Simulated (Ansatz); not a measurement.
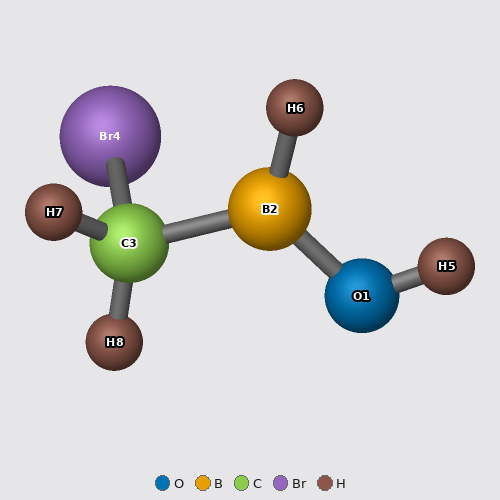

The system is CH4BBrO, SMILES OBCBr; the picture shows the reference structure. Coordinates scanned: (1) dihedral H5–O1–B2–C3; (2) dihedral O1–B2–C3–Br4. Nothing is relaxed (all other coordinates rigid). Grid: 18 × 18 points. Points are written as (first, second). All energies are given in kcal/mol relative to the lowest grid point. Theory: RKS r2SCAN-D4/def2-SVP (Ansatz 0.2.0).

Its coordinates:

```yaml
atoms:
  - { symbol: O, position_ang: [-0.3271, 1.3920, -0.7786] }
  - { symbol: B, position_ang: [-0.2062, 0.5233, 0.2517] }
  - { symbol: C, position_ang: [0.6321, -0.7862, 0.0056] }
  - { symbol: Br, position_ang: [-0.8138, -2.1208, -0.1937] }
  - { symbol: H, position_ang: [-0.9008, 2.1416, -0.5764] }
  - { symbol: H, position_ang: [-0.7432, 0.7335, 1.3183] }
  - { symbol: H, position_ang: [1.2449, -1.1334, 0.8473] }
  - { symbol: H, position_ang: [1.2063, -0.8071, -0.9301] }
```

Range: dihedral H5–O1–B2–C3 from −180 to 160°; dihedral O1–B2–C3–Br4 from −180 to 160°.

What will the energy surface look like?

Answer. The lowest grid point is at (−180°, −100°); the map holds 2 wells of about this depth. Higher local minima lie near (0°, −100°) (2.4 kcal/mol above the lowest at that grid point); (0°, 100°) (2.4 kcal/mol above the lowest at that grid point). The highest grid point, (−100°, 0°), lies 24.0 kcal/mol above the lowest. On the interpolated surface the easiest way out of the lowest well to the well at about (−175°, 105°) passes a barrier of about 5.5 kcal/mol. Round the minimum the two coordinates are weakly coupled (coupling 0.07 in units of the two stiffnesses).

```
dihedral O1–B2–C3–Br4 ↓, dihedral H5–O1–B2–C3 →  −180  −140  −100   −60  −20   20    60   100   140
                                            140   2.2   7.9  17.0  14.3  6.0  6.6  15.6  17.9   8.2
                                            100   0.1   4.9  13.9  11.7  3.7  4.0  12.6  15.6   6.5
                                             60   3.0   7.9  15.7  12.0  3.9  5.9  15.2  17.6   8.7
                                             20   7.4  13.9  22.1  17.1  7.3  8.7  19.9  23.1  13.0
                                            −20   7.5  13.2  23.1  19.6  8.6  7.5  17.4  22.1  13.8
                                            −60   3.0   8.8  17.6  14.9  5.6  4.0  12.2  15.5   7.7
                                           −100   0.0   6.7  15.5  12.2  3.8  3.8  11.9  13.7   4.6
                                           −140   2.3   8.6  18.1  15.3  6.5  6.4  14.8  17.0   7.8
                                           −180   5.4  11.4  20.6  17.9  9.4  9.6  18.3  20.5  11.1
```

The table holds every second grid line.

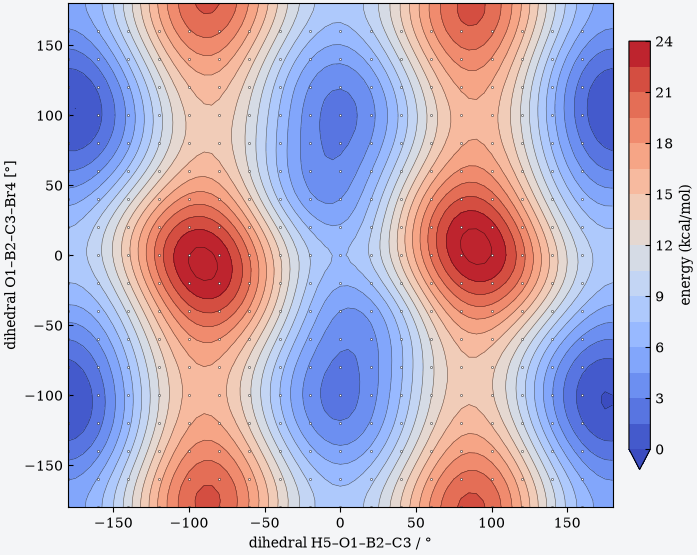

The picture shows filled contours, dots at the grid points. Between grid points the surface is interpolated.

Time for the 324 points that were run: 33 min on 1 thread of Arm Neoverse V1, with other jobs on the host.
